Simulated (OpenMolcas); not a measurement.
**singlet C2H6Al− at 6 levels**

We compute a comparison of 6 runs (HF/3-21G, BHLYP/def2-SVPD, M06-2X/def2-SVPD, PBE0/def2-SVPD, TPSS/def2-SVPD, MP2/def2-SVPD) of singlet C2H6Al−. 

Program for the calculation: OpenMolcas 26.06.

## 1. Starting point

C2H6Al−: 9 atoms, total charge -1, spin state singlet. SMILES of the parent species: `[CH3][Al][CH3]`. The coordinates come from a PBE0-D4/def2-TZVP relaxation. That shape belongs to the parent species and isn't relaxed for this state.

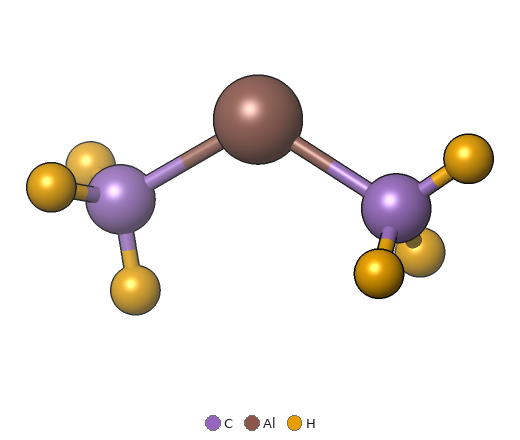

The structure, seen from a chosen angle (carbon purple, aluminium brown, hydrogen amber).

## 2. The energy at HF/3-21G (run 1)

The input, job.input:

```
>>> EXPORT MOLCAS_PRINT=2

&GATEWAY
 BasLib=$CurrDir
 Coord
 9
 angstrom
 C       -0.810700       1.130600      -0.941500
 Al       0.731000       0.705500       0.211900
 C        0.877300      -1.111400       0.957800
 H       -1.467800       0.264500      -1.069000
 H       -0.481900       1.460900      -1.931900
 H       -1.401500       1.950000      -0.519700
 H        0.915300      -1.838200       0.137400
 H       -0.021800      -1.337900       1.543500
 H        1.748700      -1.270300       1.594400
 Basis=3-21G
 Group=NoSym

&SEWARD

&SCF
 Charge=-1
 Thresholds=1e-10 1e-07 1e-07 1e-05
 PrOrbitals=1 2
```

The basis set 3-21G is read from a file made from the Basis Set Exchange's data (not shown).

Run with:

```bash
$ export MOLCAS_MEM=1860
$ pymolcas job.input > job.log
```

What it wrote:

```text
--- Start Module: gateway ---
[...]
--- Stop Module: gateway /rc=_RC_ALL_IS_WELL_ ---
--- Start Module: seward ---
[...]
      Basis functions           43
--- Stop Module: seward /rc=_RC_ALL_IS_WELL_ ---
--- Start Module: scf ---
[...]
       Convergence after  14 Iterations
[...]
::    Total SCF energy                               -319.3258772321
[...]
      Total spin, S                                     0.0000000000
[...]
      Total electronic charge=   32.000000
      Total            charge=   -1.000000
[...]
      Dipole Moment (debye):
      Origin of the operator (angstrom)=    0.3473    0.3242    0.0993
                   X= -3.6767E+00               Y= -3.6741E+00               Z= -1.0702E+00           Total=  5.3068E+00
      Center of Charge (angstrom)
[...]
--- Stop Module: scf /rc=_RC_ALL_IS_WELL_ ---
[...]
```

It took 1.9 s on 1 thread of Arm Neoverse V2, shared host; peak memory 0.38 GiB.

## 3. A single-point energy at BHLYP/def2-SVPD (run 2)

The input, mol.inp:

```
* C2H6Al Kohn-Sham DFT
>>> EXPORT MOLCAS_PRINT=2

&GATEWAY
 BASLIB=$CurrDir
 COORD
 9
 angstrom
 C       -0.810700       1.130600      -0.941500
 Al       0.731000       0.705500       0.211900
 C        0.877300      -1.111400       0.957800
 H       -1.467800       0.264500      -1.069000
 H       -0.481900       1.460900      -1.931900
 H       -1.401500       1.950000      -0.519700
 H        0.915300      -1.838200       0.137400
 H       -0.021800      -1.337900       1.543500
 H        1.748700      -1.270300       1.594400
 BASIS=def2-SVPD
 GROUP=NoSym

&SEWARD
 GRIDINPUT
 Grid=UltraFine
 End of Grid

&SCF
 CHARGE=-1
 KSDFT=HYB_GGA_XC_BHANDHLYP
 THRESHOLDS=1e-10 1e-07 1e-07 1e-05
 PRORBITALS=1 1
```

The basis set def2-SVPD is read from a file made from the Basis Set Exchange's data (not shown).

Run with:

```bash
$ export MOLCAS_MEM=1860
$ pymolcas mol.inp > mol.log
```

What it wrote:

```text
--- Start Module: gateway ---
[...]
--- Stop Module: gateway /rc=_RC_ALL_IS_WELL_ ---
--- Start Module: seward ---
[...]
      Basis functions          112
--- Stop Module: seward /rc=_RC_ALL_IS_WELL_ ---
[...]
--- Start Module: scf ---
[...]
       Convergence after  17 Iterations
[...]
::    Total KS-DFT energy                            -322.0393603273
[...]
      Total spin, S                                     0.0000000000
[...]
      Total electronic charge=   32.000000
      Total            charge=   -1.000000
[...]
      Dipole Moment (debye):
      Origin of the operator (angstrom)=    0.3473    0.3242    0.0993
                   X= -3.3481E+00               Y= -3.3427E+00               Z= -9.7574E-01           Total=  4.8307E+00
      Center of Charge (angstrom)
[...]
--- Stop Module: scf /rc=_RC_ALL_IS_WELL_ ---
[...]
```

Run time: 63 s. Hardware: 1 thread of Arm Neoverse V2, shared host; peak memory 0.67 GiB.

Runs 3 to 5 aren't shown in full; the table further down has their settings and results.

## 4. The energy at MP2/def2-SVPD (run 6)

The input, struct.xyz:

```xyz
9

C     -0.810700     1.130600    -0.941500
Al     0.731000     0.705500     0.211900
C      0.877300    -1.111400     0.957800
H     -1.467800     0.264500    -1.069000
H     -0.481900     1.460900    -1.931900
H     -1.401500     1.950000    -0.519700
H      0.915300    -1.838200     0.137400
H     -0.021800    -1.337900     1.543500
H      1.748700    -1.270300     1.594400
```

The input, test.inp:

```
* C2H6Al MP2
&gateway
baslib = $CurrDir
coord = struct.xyz
basis = def2-SVPD
group = NoSym
&seward
&scf
charge = -1
thresholds = 1e-10 1e-07 1e-07 1e-05
prorbitals = 1
&mbpt2
frozen = 7
```

The basis set def2-SVPD is read from a file made from the Basis Set Exchange's data (not shown).

Run with:

```bash
$ export MOLCAS_MEM=1860
$ pymolcas test.inp > test.log
```

What it wrote:

```text
--- Start Module: gateway ---
[...]
--- Stop Module: gateway /rc=_RC_ALL_IS_WELL_ ---
[...]
      Basis functions          112
[...]
--- Start Module: scf ---
[...]
       Convergence after  17 Iterations
[...]
::    Total SCF energy                               -320.9660451632
[...]
      Total spin, S                                     0.0000000000
[...]
      Total electronic charge=   32.000000
      Total            charge=   -1.000000
[...]
      Dipole Moment (debye):
      Origin of the operator (angstrom)=    0.3473    0.3242    0.0993
                   X= -3.9306E+00               Y= -3.9286E+00               Z= -1.1440E+00           Total=  5.6739E+00
      Center of Charge (angstrom)
[...]
--- Stop Module: scf /rc=_RC_ALL_IS_WELL_ ---
[...]
--- Start Module: mbpt2 ---
[...]
WARNING!
Default frozen orbitals as non valence orbitals is overwritten by user input.
Default values:   4
[...]
       Reference weight ( Cref**2 )         =        0.85520
::    Total MBPT2 energy                             -321.3564359585
[...]
      Total MBPT2 calculations                           0.50      0.56
--- Stop Module: mbpt2 /rc=_RC_ALL_IS_WELL_ ---
[...]
```

Wall time 16 s (1 thread of Arm Neoverse V2, shared host); peak memory 0.67 GiB.

## 5. Overview of the runs

```csv
run,level,integration grid,frozen core orbitals,energy (Eh),HOMO energy (eV),LUMO energy (eV),HOMO–LUMO gap (eV),wall time
1,HF/3-21G,–,–,-319.325877,0.49,7.24,6.75,1.9 s
2,BHLYP/def2-SVPD,UltraFine,–,-322.039360,0.47,4.62,4.14,63 s
3,M06-2X/def2-SVPD,UltraFine,–,-322.031413,0.35,4.46,4.12,88 s
4,PBE0/def2-SVPD,UltraFine,–,-321.880927,1.01,3.80,2.79,60 s
5,TPSS/def2-SVPD,UltraFine,–,-322.135259,1.61,3.16,1.55,85 s
6,MP2/def2-SVPD,–,7,-321.356436,-0.33,5.90,6.23,16 s
```

## 6. Results

```
                                                    quantity          value
                                         run 6: total energy  -321.35644 Eh
                  run 6: HOMO energy (Hartree–Fock orbitals)       -0.33 eV
                  run 6: LUMO energy (Hartree–Fock orbitals)        5.90 eV
run 6: HOMO–LUMO gap (to an unbound level, set by the basis)        6.23 eV
          run 6: correlation energy (7 core orbitals frozen)     -390.4 mEh
```

Over runs 1, 2, 3, 4, 5 the HOMO–LUMO gap runs from 1.55 eV (TPSS/def2-SVPD) to 6.75 eV (HF/3-21G). The two ends differ in method and basis. The empty levels of an anion lie above zero and hang on the basis. Totals of different functionals can't be ranked against each other. In runs 1, 2, 3, 4, 5 the HOMO lies above zero, so the outermost electron may be held by the basis alone. All runs together took 5.2 min, the longest 88 s.
